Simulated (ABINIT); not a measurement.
## ZnSe (Stilleite): G0W0 in ABINIT against the bands in the self-energy

How does the gap of ZnSe (Stilleite) converge in the bands in the self-energy?

Method: PBE and many-body steps on it, plane waves, in ABINIT 10.8.3.

## Step 1: The starting structure

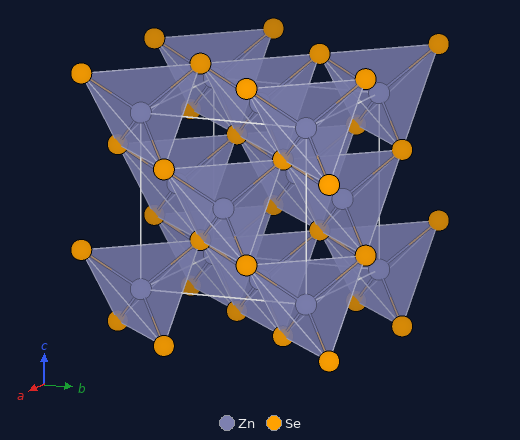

Start, viewed slightly off an axis; zinc blue, selenium orange. This picture shows the conventional cell, with its axes. Some periodic images of atoms are drawn too.

Structure file:

```cif
data_structure
_symmetry_space_group_name_H-M 'F-43m'
_symmetry_Int_Tables_number 216
_cell_length_a 5.6676
_cell_length_b 5.6676
_cell_length_c 5.6676
_cell_angle_alpha 90.000
_cell_angle_beta 90.000
_cell_angle_gamma 90.000
_cell_volume 182.05
loop_
_atom_site_label
_atom_site_type_symbol
_atom_site_symmetry_multiplicity
_atom_site_Wyckoff_symbol
_atom_site_fract_x
_atom_site_fract_y
_atom_site_fract_z
_atom_site_occupancy
Zn1 Zn 4 a 0.00000 0.00000 0.00000 1
Se1 Se 4 d 0.25000 0.25000 0.75000 1
```

The cell and positions come from the Crystallography Open Database and are kept as given unless a step says otherwise.

## Step 2: Screening, 4×4×4 mesh, 310 bands, screening to 272.1 eV

This step: ABINIT 10.8.3; RPA screening on PBE, plane waves, norm-conserving pseudopotentials.

The RPA dielectric matrix is built and inverted for each q.

run.abi

```
acell 3*1.0 Angstrom
rprim 
  -0.000000000000 2.833800000000 2.833800000000
  2.833800000000 0.000000000000 2.833800000000
  2.833800000000 2.833800000000 -0.000000000000
ntypat 2
znucl 30 34
natom 2
typat 1 2
xred 
  0.000000000000 0.000000000000 0.000000000000
  0.250000000000 0.250000000000 0.250000000000
pp_dirpath "pseudos"
pseudos "Zn.upf, Se.upf"
ecut 39
ngkpt 4 4 4
nshiftk 1
shiftk 0 0 0
kptopt 1
chksymbreak 0
istwfk *1
occopt 1
irdwfk 1
optdriver 3
nband 310
ecuteps 10
inclvkb 2
awtr 1
symchi 1
indata_prefix "in"
outdata_prefix "out"
tmpdata_prefix "tmp"
```

Run with:

```console
> OMP_NUM_THREADS=1 mpirun -n 8 abinit run.abi > log
```

Output:

```text
.Version 10.8.3 of ABINIT. v10.8.2 released Aug 2026.

 Symmetries : space group F-4 3 m (#216); Bravais cF (face-center cubic)
[... echo of the input left out ...]
== DATASET  1 ==================================================================
-   mpi_nproc: 8, omp_nthreads: 1 (-1 if OMP is not activated)

--- !DatasetInfo
iteration_state: {dtset: 1, }
dimensions: {natom: 2, nkpt: 8, mband: 310, nsppol: 1, nspinor: 1, nspden: 1, mpw: 3591, }
cutoff_energies: {ecut:  39.0, pawecutdg:  -1.0, }
electrons: {nelect:   3.60000000E+01, charge:   0.00000000E+00, occopt:   1.00000000E+00, tsmear:   1.00000000E-02, }

 SCREENING: Calculation of the susceptibility and dielectric matrices

 Based on a program developped by R.W. Godby, V. Olevano, G. Onida, and L. Reining.
 Incorporated in ABINIT by V. Olevano, G.-M. Rignanese, and M. Torrent.
.Using double precision arithmetic ; gwpc =  8

[... cell and pseudopotentials left out ...]
--------------------------------------------------------------------------------

 ==== K-mesh for the wavefunctions ====
 Number of points in the irreducible wedge :     8
[... list of points left out ...]
 Together with 24 symmetry operations and time-reversal symmetry
 yields    64 points in the full Brillouin Zone.

 ==== Q-mesh for the screening function ====
 Number of points in the irreducible wedge :     8
[... list of points left out ...]
 Together with 24 symmetry operations and time-reversal symmetry
 yields    64 points in the full Brillouin Zone.

 setmesh: FFT mesh size selected  =    32x   32x   32
          total number of points  =        32768

 vcoul_init : cutoff-mode = AUXILIARY_FUNCTION
 q-points for optical limit:   1
     1)      0.000010    0.000020    0.000030

- screening: taking advantage of time-reversal symmetry
- Maximum band index for partially occupied states nbvw = 18
- Remaining bands to be divided among processors   nbcw = 292
- Number of bands treated by each node ~36

 Number of electrons calculated from density =   36.0000; Expected =   36.0000
 average of density, n =  0.117211
 r_s =    1.2676
 omega_plasma =   33.0248 [eV]

 calculating chi0 at frequencies [eV] :
  1    0.000000E+00    0.000000E+00
  2    0.000000E+00    3.302477E+01

--------------------------------------------------------------------------------
  q-point number  1        q = ( 0.000000, 0.000000, 0.000000) [r.l.u.]
--------------------------------------------------------------------------------
[... chi0 elements left out ...]
 For q-point:  0.000010 0.000020 0.000030
  dielectric constant =  14.0696
  dielectric constant without local fields =  15.0179

  Average fulfillment of the sum rule on Im[epsilon] for q-point    1 :     90.23  [%]
[... wings left out ...]
  q-point number  2        q = ( 0.250000, 0.000000, 0.000000) [r.l.u.]
--------------------------------------------------------------------------------
[... chi0 elements left out ...]
  Average fulfillment of the sum rule on Im[epsilon] for q-point    2 :    105.30  [%]

 [... 6 further q-points ...]
```

The job ended after 89 s (8 MPI ranks of Intel Xeon Platinum 8488C (Sapphire Rapids), shared host; peak memory 2.9 GiB; 12 min of CPU time).

Numbers from this step:

```yaml
eps_infinity_with_local_fields_on_this_mesh_along_the_program_s_q_direction: 14.07
the_same_without_local_fields: 15.02
plasma_frequency: 33.02 eV
plane_waves_in_the_screening_matrix: 459
```

Local fields lower ε∞ by 6 %. On a Γ-centred mesh this coarse the value itself is usually too large, while a short band sum pulls it down.

## Step 3: 26 bands

This step: G0W0 on PBE, plane waves, norm-conserving pseudopotentials.

run.abi: that of step 2 with these lines changed.

```diff
@@ -23,8 +23,15 @@
 irdwfk 1
-optdriver 3
-nband 310
+optdriver 4
+nband 26
+gwcalctyp 0
+ecutsigx 39
+symsigma 1
+nkptgw 1
+kptgw 
+  0.0000000000 0.0000000000 0.0000000000
+bdgw 
+  16 22
 ecuteps 10
-inclvkb 2
-awtr 1
-symchi 1
+irdscr 1
+ppmodel 1
 indata_prefix "in"
```

Output:

```text
.Version 10.8.3 of ABINIT. v10.8.2 released Aug 2026.

 Symmetries : space group F-4 3 m (#216); Bravais cF (face-center cubic)
[... echo of the input left out ...]
== DATASET  1 ==================================================================
-   mpi_nproc: 8, omp_nthreads: 1 (-1 if OMP is not activated)

--- !DatasetInfo
iteration_state: {dtset: 1, }
dimensions: {natom: 2, nkpt: 8, mband: 26, nsppol: 1, nspinor: 1, nspden: 1, mpw: 3591, }
cutoff_energies: {ecut:  39.0, pawecutdg:  -1.0, }
electrons: {nelect:   3.60000000E+01, charge:   0.00000000E+00, occopt:   1.00000000E+00, tsmear:   1.00000000E-02, }

 SIGMA: Calculation of the GW corrections

 Based on a program developped by R.W. Godby, V. Olevano, G. Onida, and L. Reining.
 Incorporated in ABINIT by V. Olevano, G.-M. Rignanese, and M. Torrent.
.Using double precision arithmetic ; gwpc =  8

[... cell and pseudopotentials left out ...]
--------------------------------------------------------------------------------

 ==== K-mesh for the wavefunctions ====
 Number of points in the irreducible wedge :     8
[... list of points left out ...]
 Together with 24 symmetry operations and time-reversal symmetry
 yields    64 points in the full Brillouin Zone.

 ==== Q-mesh for screening function ====
 Number of points in the irreducible wedge :     8
[... list of points left out ...]
 Together with 24 symmetry operations and time-reversal symmetry
 yields    64 points in the full Brillouin Zone.

 vcoul_init : cutoff-mode = AUXILIARY_FUNCTION
 q-points for optical limit:   1
     1)      0.000010    0.000020    0.000030
 setmesh: FFT mesh size selected  =    45x   45x   45
          total number of points  =        91125

 Number of electrons calculated from density =   36.0000; Expected =   36.0000
 average of density, n =  0.117211
 r_s =    1.2676
 omega_plasma =   33.0248 [eV]

 === KS Band Gaps ===
  >>>> For spin  1
   Minimum direct gap =   1.2881 [eV], located at k-point      :   0.0000  0.0000  0.0000
   Fundamental gap    =   1.2881 [eV], Top of valence bands at :   0.0000  0.0000  0.0000
                                       Bottom of conduction at :   0.0000  0.0000  0.0000
 SIGMA fundamental parameters:
 PLASMON POLE MODEL  1
 number of plane-waves for SigmaX                 3527
 number of plane-waves for SigmaC and W            459
 number of plane-waves for wavefunctions          3527
 number of bands                                    26
 number of independent spin polarizations            1
 number of spinorial components                      1
 number of k-points in IBZ                           8
 number of q-points in IBZ                           8
 number of symmetry operations                      24
 number of k-points in BZ                           64
 number of q-points in BZ                           64
 number of frequencies for dSigma/dE                 9
 frequency step for dSigma/dE [eV]                0.25
 number of omega for Sigma on real axis              0
 max omega for Sigma on real axis  [eV]           0.00
 zcut for avoiding poles [eV]                     0.10

 EPSILON^-1 parameters (SCR file):
 dimension of the eps^-1 matrix on file            459
 dimension of the eps^-1 matrix used               459
 number of plane-waves for wavefunctions          3527
 number of bands                                   310
 number of q-points in IBZ                           8
 number of frequencies                               2
 number of real frequencies                          1
 number of imag frequencies                          1

 matrix elements of self-energy operator (all in [eV])

 Perturbative Calculation

--- !SelfEnergy_ee
iteration_state: {dtset: 1, }
kpoint     : [   0.000,    0.000,    0.000, ]
spin       : 1
KS_gap     :    1.288
QP_gap     :    2.380
Delta_QP_KS:    1.092
data: !SigmaeeData |
     Band     E0 <VxcDFT>   SigX SigC(E0)      Z dSigC/dE  Sig(E)    E-E0       E
       16   3.405 -16.589 -20.446   3.713   0.815  -0.228 -16.706  -0.118   3.287
       17   3.405 -16.589 -20.446   3.713   0.815  -0.228 -16.706  -0.118   3.287
       18   3.405 -16.589 -20.446   3.713   0.815  -0.228 -16.706  -0.118   3.287
       19   4.693 -12.624  -8.875  -2.575   0.829  -0.206 -11.650   0.974   5.667
       20   9.220 -10.891  -5.994  -2.815   0.837  -0.195  -9.149   1.742  10.962
       21   9.220 -10.891  -5.994  -2.815   0.837  -0.195  -9.149   1.742  10.962
       22   9.220 -10.891  -5.994  -2.815   0.837  -0.195  -9.149   1.742  10.962

== END DATASET(S) ==============================================================
================================================================================

 -outvars: echo values of variables after computation  --------
           etotal      0.0000000000E+00
            nband          26
             nkpt           8
          spgroup         216
 [... the other variables as echoed above ...]

 Calculation completed.
```

It took 4.5 s on 8 MPI ranks; peak memory 1.8 GiB.

Numbers from this step:

* G0W0 gap on the points computed: 2.38 eV
* starting gap on the mesh: 1.288 eV
* k of the valence top: 0, 0, 0
* k of the conduction bottom: 0, 0, 0
* Z at the valence top: 0.815
* Z at the conduction bottom: 0.829
* least direct G0W0 gap on the computed points: 2.38 eV

## Step 4: 27 bands

run.abi: that of step 3 with these lines changed.

```diff
@@ -24,3 +24,3 @@
 optdriver 4
-nband 26
+nband 27
 gwcalctyp 0
```

Output:

```text
.Version 10.8.3 of ABINIT. v10.8.2 released Aug 2026.

 Symmetries : space group F-4 3 m (#216); Bravais cF (face-center cubic)
[... echo of the input left out ...]
== DATASET  1 ==================================================================
-   mpi_nproc: 8, omp_nthreads: 1 (-1 if OMP is not activated)

--- !DatasetInfo
iteration_state: {dtset: 1, }
dimensions: {natom: 2, nkpt: 8, mband: 27, nsppol: 1, nspinor: 1, nspden: 1, mpw: 3591, }
cutoff_energies: {ecut:  39.0, pawecutdg:  -1.0, }
electrons: {nelect:   3.60000000E+01, charge:   0.00000000E+00, occopt:   1.00000000E+00, tsmear:   1.00000000E-02, }

 SIGMA: Calculation of the GW corrections

 Based on a program developped by R.W. Godby, V. Olevano, G. Onida, and L. Reining.
 Incorporated in ABINIT by V. Olevano, G.-M. Rignanese, and M. Torrent.
.Using double precision arithmetic ; gwpc =  8

[... cell and pseudopotentials left out ...]
--------------------------------------------------------------------------------

 ==== K-mesh for the wavefunctions ====
 Number of points in the irreducible wedge :     8
[... list of points left out ...]
 Together with 24 symmetry operations and time-reversal symmetry
 yields    64 points in the full Brillouin Zone.

 ==== Q-mesh for screening function ====
 Number of points in the irreducible wedge :     8
[... list of points left out ...]
 Together with 24 symmetry operations and time-reversal symmetry
 yields    64 points in the full Brillouin Zone.

 vcoul_init : cutoff-mode = AUXILIARY_FUNCTION
 q-points for optical limit:   1
     1)      0.000010    0.000020    0.000030
 setmesh: FFT mesh size selected  =    45x   45x   45
          total number of points  =        91125

 Number of electrons calculated from density =   36.0000; Expected =   36.0000
[...]
number of q-points in BZ                           64
 number of frequencies for dSigma/dE                 9
 frequency step for dSigma/dE [eV]                0.25
 number of omega for Sigma on real axis              0
 max omega for Sigma on real axis  [eV]           0.00
 zcut for avoiding poles [eV]                     0.10

 EPSILON^-1 parameters (SCR file):
 dimension of the eps^-1 matrix on file            459
 dimension of the eps^-1 matrix used               459
 number of plane-waves for wavefunctions          3527
 number of bands                                   310
 number of q-points in IBZ                           8
 number of frequencies                               2
 number of real frequencies                          1
 number of imag frequencies                          1

 matrix elements of self-energy operator (all in [eV])

 Perturbative Calculation

--- !SelfEnergy_ee
iteration_state: {dtset: 1, }
kpoint     : [   0.000,    0.000,    0.000, ]
spin       : 1
KS_gap     :    1.288
QP_gap     :    2.391
Delta_QP_KS:    1.103
data: !SigmaeeData |
     Band     E0 <VxcDFT>   SigX SigC(E0)      Z dSigC/dE  Sig(E)    E-E0       E
       16   3.405 -16.589 -20.446   3.628   0.813  -0.230 -16.775  -0.187   3.218
       17   3.405 -16.589 -20.446   3.628   0.813  -0.230 -16.775  -0.187   3.218
       18   3.405 -16.589 -20.446   3.628   0.813  -0.230 -16.775  -0.187   3.218
       19   4.693 -12.624  -8.875  -2.643   0.828  -0.207 -11.708   0.916   5.609
       20   9.220 -10.891  -5.994  -2.956   0.834  -0.199  -9.272   1.619  10.839
       21   9.220 -10.891  -5.994  -2.956   0.834  -0.199  -9.272   1.619  10.839
       22   9.220 -10.891  -5.994  -2.956   0.834  -0.199  -9.272   1.619  10.839

== END DATASET(S) ==============================================================
================================================================================

 -outvars: echo values of variables after computation  --------
           etotal      0.0000000000E+00
            nband          27
             nkpt           8
          spgroup         216
 [... the other variables as echoed above ...]

 Calculation completed.
```

Wall time 4.6 s (8 MPI ranks); peak memory 1.8 GiB; 35 s of CPU time.

This step gave:

* G0W0 gap on the points computed: 2.391 eV
* starting gap on the mesh: 1.288 eV
* k of the valence top: 0, 0, 0
* k of the conduction bottom: 0, 0, 0
* Z at the valence top: 0.813
* Z at the conduction bottom: 0.828
* least direct G0W0 gap on the computed points: 2.391 eV

## Step 5: 44 bands

run.abi: that of step 4 with these lines changed.

```diff
@@ -24,3 +24,3 @@
 optdriver 4
-nband 27
+nband 44
 gwcalctyp 0
```

Output:

```text
.Version 10.8.3 of ABINIT. v10.8.2 released Aug 2026.

 Symmetries : space group F-4 3 m (#216); Bravais cF (face-center cubic)
[... echo of the input left out ...]
== DATASET  1 ==================================================================
-   mpi_nproc: 8, omp_nthreads: 1 (-1 if OMP is not activated)

--- !DatasetInfo
iteration_state: {dtset: 1, }
dimensions: {natom: 2, nkpt: 8, mband: 44, nsppol: 1, nspinor: 1, nspden: 1, mpw: 3591, }
cutoff_energies: {ecut:  39.0, pawecutdg:  -1.0, }
electrons: {nelect:   3.60000000E+01, charge:   0.00000000E+00, occopt:   1.00000000E+00, tsmear:   1.00000000E-02, }

 SIGMA: Calculation of the GW corrections

 Based on a program developped by R.W. Godby, V. Olevano, G. Onida, and L. Reining.
 Incorporated in ABINIT by V. Olevano, G.-M. Rignanese, and M. Torrent.
.Using double precision arithmetic ; gwpc =  8

[... cell and pseudopotentials left out ...]
--------------------------------------------------------------------------------

 ==== K-mesh for the wavefunctions ====
 Number of points in the irreducible wedge :     8
[... list of points left out ...]
 Together with 24 symmetry operations and time-reversal symmetry
 yields    64 points in the full Brillouin Zone.

 ==== Q-mesh for screening function ====
 Number of points in the irreducible wedge :     8
[... list of points left out ...]
 Together with 24 symmetry operations and time-reversal symmetry
 yields    64 points in the full Brillouin Zone.

 vcoul_init : cutoff-mode = AUXILIARY_FUNCTION
 q-points for optical limit:   1
     1)      0.000010    0.000020    0.000030
 setmesh: FFT mesh size selected  =    45x   45x   45
          total number of points  =        91125

 Number of electrons calculated from density =   36.0000; Expected =   36.0000
[...]
number of q-points in BZ                           64
 number of frequencies for dSigma/dE                 9
 frequency step for dSigma/dE [eV]                0.25
 number of omega for Sigma on real axis              0
 max omega for Sigma on real axis  [eV]           0.00
 zcut for avoiding poles [eV]                     0.10

 EPSILON^-1 parameters (SCR file):
 dimension of the eps^-1 matrix on file            459
 dimension of the eps^-1 matrix used               459
 number of plane-waves for wavefunctions          3527
 number of bands                                   310
 number of q-points in IBZ                           8
 number of frequencies                               2
 number of real frequencies                          1
 number of imag frequencies                          1

 matrix elements of self-energy operator (all in [eV])

 Perturbative Calculation

--- !SelfEnergy_ee
iteration_state: {dtset: 1, }
kpoint     : [   0.000,    0.000,    0.000, ]
spin       : 1
KS_gap     :    1.288
QP_gap     :    2.437
Delta_QP_KS:    1.149
data: !SigmaeeData |
     Band     E0 <VxcDFT>   SigX SigC(E0)      Z dSigC/dE  Sig(E)    E-E0       E
       16   3.405 -16.589 -20.446   2.885   0.805  -0.242 -17.371  -0.782   2.623
       17   3.405 -16.589 -20.446   2.885   0.805  -0.242 -17.371  -0.782   2.623
       18   3.405 -16.589 -20.446   2.885   0.805  -0.242 -17.371  -0.782   2.623
       19   4.693 -12.624  -8.875  -3.303   0.820  -0.220 -12.258   0.366   5.059
       20   9.220 -10.891  -5.994  -3.893   0.820  -0.219 -10.067   0.824  10.043
       21   9.220 -10.891  -5.994  -3.893   0.820  -0.219 -10.067   0.824  10.043
       22   9.220 -10.891  -5.994  -3.893   0.820  -0.219 -10.067   0.824  10.043

== END DATASET(S) ==============================================================
================================================================================

 -outvars: echo values of variables after computation  --------
           etotal      0.0000000000E+00
            nband          44
             nkpt           8
          spgroup         216
 [... the other variables as echoed above ...]

 Calculation completed.
```

Elapsed: 5.7 s, on 8 MPI ranks; peak memory 1.8 GiB; 44 s of CPU time.

Numbers from this step:

```yaml
g0w0_gap_on_the_points_computed: 2.436 eV
starting_gap_on_the_mesh: 1.288 eV
k_of_the_valence_top: 0, 0, 0
k_of_the_conduction_bottom: 0, 0, 0
z_at_the_valence_top: 0.805
z_at_the_conduction_bottom: 0.82
least_direct_g0w0_gap_on_the_computed_points: 2.436 eV
```

[end of part 1 of 2]

[Paths, hosts, dates, memory and timing lines, banners, echoed tables and standing remarks are left out of the program output.]

[Logs are printed without paths, hosts, clocks, repeated set-up lines and the standing remarks that a program may print on its own settings, such as how far it seeks lower states.]

[Runs of the session that timed out or met a known fault of the program may be left out.]

[Hosts, paths, dates, database ids (printed as entryN), source tags and the programs' standing remarks are cut or masked in the printed files.]

[G0W0 gaps are taken among the corrected bands and points alone; a level outside them can change the order at an edge.]

[Where Ansatz stands beside ABINIT at settings called matched, ABINIT's density can come from a denser mesh and the files from another edition; pairs whose starting gaps differed by over 0.03 eV were left out, so agreement reads better than it is.]
